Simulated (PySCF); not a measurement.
**C₃H₁₀O, SMILES `CO.CC`: what the electrons do**

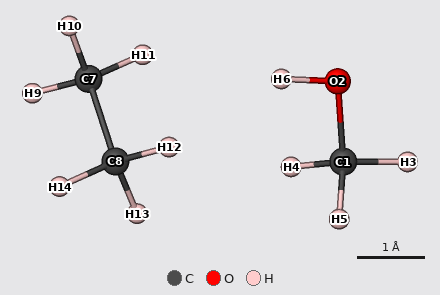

The molecule, with its atoms numbered as below. The pair's geometry is semi-empirical, so its contact may be too short or too long.

Coordinates in Å:

```
C1      -2.0373   -0.4264    0.3835
O2      -1.7098    0.6408   -0.4703
H3      -3.1007   -0.3385    0.5983
H4      -1.4802   -0.3773    1.3257
H5      -1.8499   -1.3962   -0.0902
H6      -0.7706    0.5929   -0.6809
C7       1.9651    0.6216    0.3356
C8       1.7104   -0.7376   -0.3016
H9       2.6007    0.5157    1.2118
H10      2.4624    1.2865   -0.3671
H11      1.0354    1.0921    0.6497
H12      1.1222   -0.6399   -1.2127
H13      1.1783   -1.3923    0.3855
H14      2.6518   -1.2153   -0.5631
```

## 1. Bonding charge

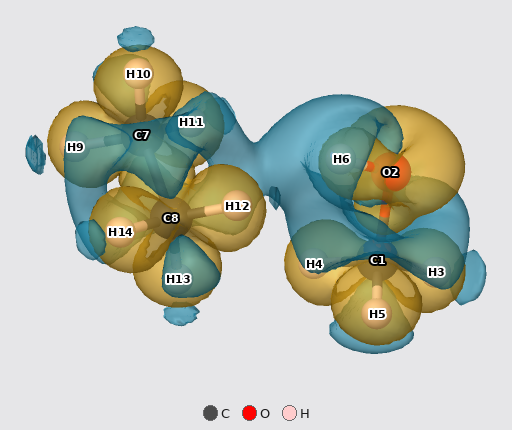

Deformation density (molecule less spherical, spin-averaged free atoms at the same positions), surfaces at ±0.04 e/Å³; yellow: gain, teal: loss.

Computed with PySCF, TPSS/6-311+G**, geometry: GFN2-xTB.

Question: Describe the bonding that the map shows.

Answer: The five largest and four smallest: O2–H6: +0.84 e/Å³ at the bond critical point (bond length 0.96 Å). C1–H3: +0.73 e/Å³ at the bond critical point (bond length 1.09 Å). C1–H5: +0.70 e/Å³ at the bond critical point (bond length 1.10 Å). C1–H4: +0.70 e/Å³ at the bond critical point (bond length 1.10 Å). C8–H14: +0.66 e/Å³ at the bond critical point (bond length 1.09 Å). C7–H11: +0.66 e/Å³ at the bond critical point (bond length 1.09 Å). C8–H12: +0.65 e/Å³ at the bond critical point (bond length 1.09 Å). C7–C8: +0.43 e/Å³ at the bond critical point (bond length 1.52 Å). C1–O2: +0.07 e/Å³ at the bond critical point (bond length 1.41 Å); up to 0.6 Å beside the axis the gain reaches +0.31 e/Å³. In all, 2.8 electrons gather in the regions of gain relative to the promolecule. A small or negative value marks a very polar bond, one between electron-rich atoms, whose free-atom densities already overlap strongly, a long bond to a heavier atom, or a closed-shell contact such as a hydrogen bond.

Question: Where do the Hirshfeld charges lie?

Answer: The highest Hirshfeld charge is on H6 (+0.14 e), the lowest on O2 (−0.23 e).

## 2. Bond critical points

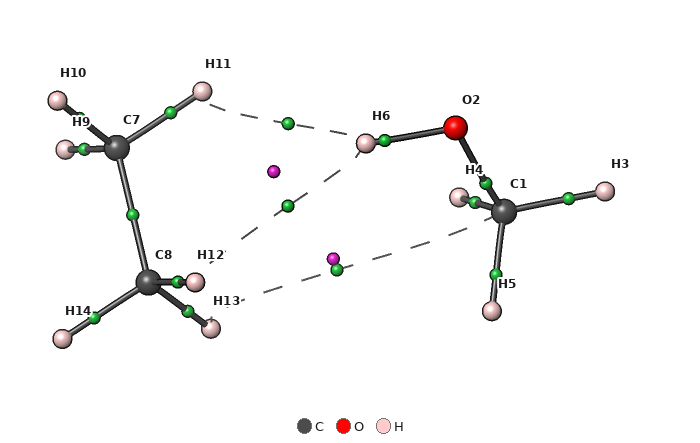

Molecular graph of the electron density (QTAIM): bond paths, bond critical points (green), ring points (magenta, if any); weak paths are dashed.

Question: How many critical points of each kind are there, and does the count close?

Answer: 14 nuclei, 15 bond, 2 ring and 0 cage critical points: 14 − 15 + 2 − 0 = 1, as the Poincaré–Hopf relation requires.

Question: What does the calculation give at each kind of bond critical point?

Answer:
| bond | length (Å) | ρ (a.u.) | ∇²ρ (a.u.) | ε | H (a.u.) |
| --- | --- | --- | --- | --- | --- |
| O2–H6 | 0.964 | 0.368 | −2.45 | 0.03 | −0.691 |
| C1–H3 | 1.088 | 0.284 | −0.98 | 0.04 | −0.284 |
| C1–H5 | 1.096 | 0.279 | −0.94 | 0.04 | −0.275 |
| C1–H4 | 1.096 | 0.278 | −0.94 | 0.04 | −0.275 |
| C8–H14 | 1.088 | 0.277 | −0.93 | 0.00 | −0.277 |
| C7–H9 | 1.088 | 0.277 | −0.93 | 0.01 | −0.277 |
| C7–H10 | 1.088 | 0.277 | −0.93 | 0.01 | −0.277 |
| C8–H13 | 1.088 | 0.277 | −0.92 | 0.01 | −0.276 |
| C7–H11 | 1.088 | 0.276 | −0.92 | 0.01 | −0.276 |
| C8–H12 | 1.089 | 0.275 | −0.91 | 0.01 | −0.275 |
| C1–O2 | 1.405 | 0.260 | −0.42 | 0.01 | −0.349 |
| C7–C8 | 1.523 | 0.241 | −0.54 | 0.00 | −0.193 |
| H6–H11 | 2.298 | 0.006 | +0.02 | 0.46 | +0.001 |
| H6–H12 | 2.321 | 0.005 | +0.02 | 0.42 | +0.001 |
| C1–H13 | 3.358 | 0.002 | +0.01 | 0.57 | +0.001 |

Question: What kind of interaction is C8–H12?

Answer: Shared-shell (covalent): ρ = 0.275, ∇²ρ = −0.91, H = −0.275 a.u.

Question: Are there bond paths between atoms that aren't covalently bonded?

Answer: Yes: H6–H11 (2.30 Å, ρ = 0.006); H6–H12 (2.32 Å, ρ = 0.005); C1–H13 (3.36 Å, ρ = 0.002).

## 3. Local ionisation energy

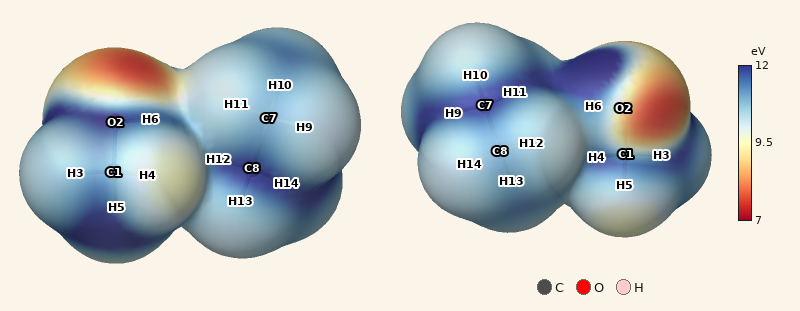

Average local ionisation energy on the surface of electron density 0.001 a.u. (back view left, front view right).

Question: Where are the most loosely bound electrons on this surface?

Answer: The lowest value is 7.6 eV, 1.9 Å from O2. Further minima include 9.5 eV, 1.4 Å from H5; 10.0 eV, 1.4 Å from H10. For comparison, the highest occupied orbital lies at −6.3 eV.

Question: What volume does the surface enclose, and what is the dipole moment?

Answer: About 119 Å³; the dipole moment is 2.0 D.

## 4. Weak contacts

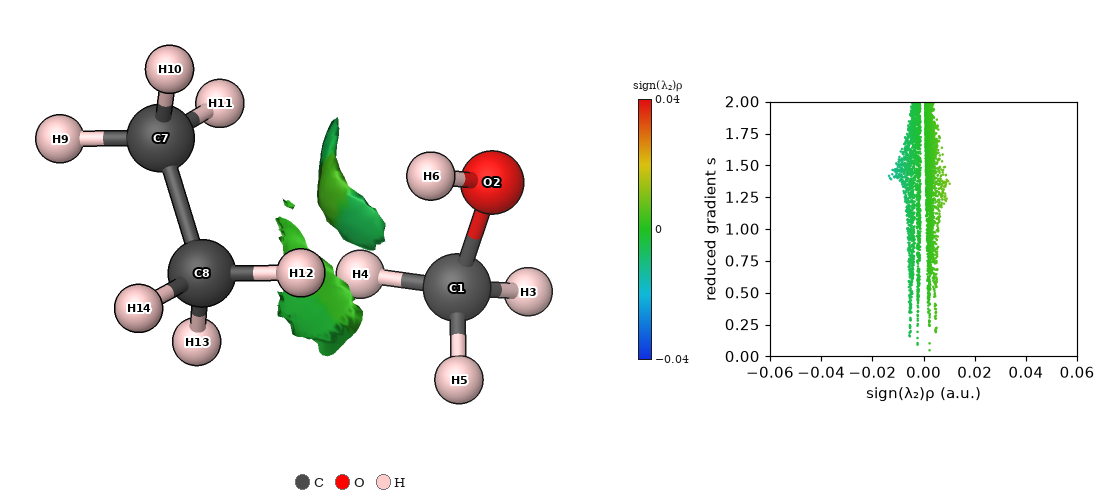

Non-covalent interaction surfaces between the fragments (reduced density gradient s = 0.5, coloured by sign(λ₂)ρ in a.u.; trimmed to the region between the fragments where ρ is under 0.06 a.u.). Fragment A: H4CO (atoms 1–6); fragment B: H6C2. The plot gives s against sign(λ₂)ρ for grid points between the fragments.

Question: How strongly are they bound?

Answer: The counterpoise-corrected interaction energy of the frozen fragments is +0.2 kcal/mol without dispersion correction and −1.3 kcal/mol with D3(BJ). The pair geometry is semi-empirical, not a minimum at this level.

The PySCF runs shown took 79 s and 3 min on 1 thread of Intel(R) Xeon(R) Processor @ 2.50GHz (Skylake/Cascade Lake), on a shared host.
